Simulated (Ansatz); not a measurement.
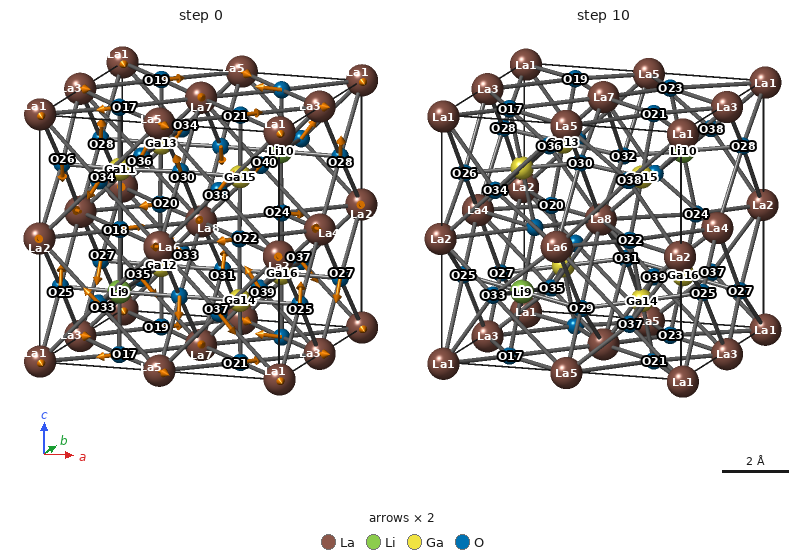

The structure of a defect cell of composition La$_{8}$Li$_{2}$Ga$_{6}$O$_{24}$ before (left) and after (right) a relaxation, at one scale. The orange arrows give the displacements, magnified 2 times.

The picture is a ball-and-stick view of the cell of the calculation, seen slightly off an axis.

Computed with DFT, PBEsol, PAW, plane waves (Ansatz).

Input file:
```yaml
crystal:
  lattice:
    - [7.729308, 0.000000, 0.000000]
    - [0.000000, 7.729308, 0.000000]
    - [0.000000, 0.000000, 7.729308]
  atoms:
    - { symbol: La, position: [0.001583, 0.002222, 0.001375] }
    - { symbol: La, position: [0.998614, 0.001996, 0.499072] }
    - { symbol: La, position: [0.998760, 0.496114, 0.000975] }
    - { symbol: La, position: [0.997929, 0.500529, 0.502408] }
    - { symbol: La, position: [0.500382, 0.999467, 0.000889] }
    - { symbol: La, position: [0.498634, 0.005424, 0.499806] }
    - { symbol: La, position: [0.502316, 0.499785, 0.000326] }
    - { symbol: La, position: [0.501685, 0.501493, 0.499418] }
    - { symbol: Li, position: [0.247364, 0.250394, 0.249572], spin: 0.143 }
    - { symbol: Li, position: [0.747859, 0.751080, 0.748379], spin: 0.143 }
    - { symbol: Ga, position: [0.249444, 0.249045, 0.745644] }
    - { symbol: Ga, position: [0.250124, 0.748056, 0.251286] }
    - { symbol: Ga, position: [0.250496, 0.746170, 0.746917] }
    - { symbol: Ga, position: [0.750958, 0.246815, 0.251781] }
    - { symbol: Ga, position: [0.750343, 0.253608, 0.751059] }
    - { symbol: Ga, position: [0.751258, 0.752841, 0.255143] }
    - { symbol: O, position: [0.247272, 0.248573, 0.996038], spin: 0.143 }
    - { symbol: O, position: [0.251377, 0.247273, 0.502719], spin: 0.143 }
    - { symbol: O, position: [0.250418, 0.751559, 0.002831] }
    - { symbol: O, position: [0.245319, 0.746818, 0.499472] }
    - { symbol: O, position: [0.751441, 0.254679, 0.999378] }
    - { symbol: O, position: [0.749148, 0.248853, 0.500455] }
    - { symbol: O, position: [0.752988, 0.749086, 0.998109], spin: 0.143 }
    - { symbol: O, position: [0.754847, 0.745421, 0.501254], spin: 0.143 }
    - { symbol: O, position: [0.999782, 0.254278, 0.252349], spin: 0.143 }
    - { symbol: O, position: [0.006374, 0.255061, 0.748483] }
    - { symbol: O, position: [0.998129, 0.747847, 0.254229] }
    - { symbol: O, position: [0.998127, 0.747636, 0.746442], spin: 0.143 }
    - { symbol: O, position: [0.497728, 0.252743, 0.248436], spin: 0.143 }
    - { symbol: O, position: [0.502530, 0.252553, 0.752864] }
    - { symbol: O, position: [0.504453, 0.755358, 0.252185] }
    - { symbol: O, position: [0.498690, 0.749211, 0.750209], spin: 0.143 }
    - { symbol: O, position: [0.246740, 0.000639, 0.255452], spin: 0.143 }
    - { symbol: O, position: [0.247616, 0.004222, 0.749553] }
    - { symbol: O, position: [0.249936, 0.508313, 0.249857], spin: 0.143 }
    - { symbol: O, position: [0.253959, 0.500555, 0.746183] }
    - { symbol: O, position: [0.749330, 0.000111, 0.250904] }
    - { symbol: O, position: [0.748753, 0.999114, 0.747612], spin: 0.143 }
    - { symbol: O, position: [0.745603, 0.501174, 0.247445] }
    - { symbol: O, position: [0.750524, 0.501507, 0.744443], spin: 0.143 }
  symmetry: { detect: false }
kpoints:
  mp_grid: { grid: [1, 1, 1], shift: [0.25, 0.25, 0.25] }
hamiltonian:
  xc: pbesol
magnetization:
  spin_polarized: true
scf:
  occupations: { method: fermi_dirac, width: 0.01 }
relax:
  f_tol: 0.03
  max_steps: 80
  escape_saddle: false
  adjacent_minimum: "off"
output:
  forces: true
  eigenvalues: true
  populations: true
```

Command:
```bash
ansatz run in.yaml --threads 12 --pin off --max-ram 22800MiB --runs-dir r --events-out ev --progress --plain
```

What changed between the two?

Answer. The energy falls by 2.228 eV per cell of the calculation in 10 geometry steps. The largest force component goes from 1.3 to 0.026 eV/Å. The largest moves, 0.43 Å, are those of O23, O27, O29 and O37. O23 goes roughly along [−3 −2 1]. Largest moves by element: O 0.43 Å, La 0.23 Å, Ga 0.04 Å, Li 0.02 Å. The lattice vectors keep their values. Among the contacts that change: La3–O39 2.731 → 3.266 Å, La6–O37 2.731 → 3.265 Å, La6–O38 2.722 → 3.252 Å, La4–O35 2.758 → 3.284 Å. Among the angles between lasting bonds that change: Ga14–O22–Ga15 179.1° → 154.8°, Ga14–O21–Ga15 177.9° → 154.8°, Ga12–O27–Ga16 178.7° → 156.0°. The program noted that the starting moments weren't kept.

Limits of the set-up: the periodic images lie only 7.7 Å apart, so the values are limited by the cell's size.
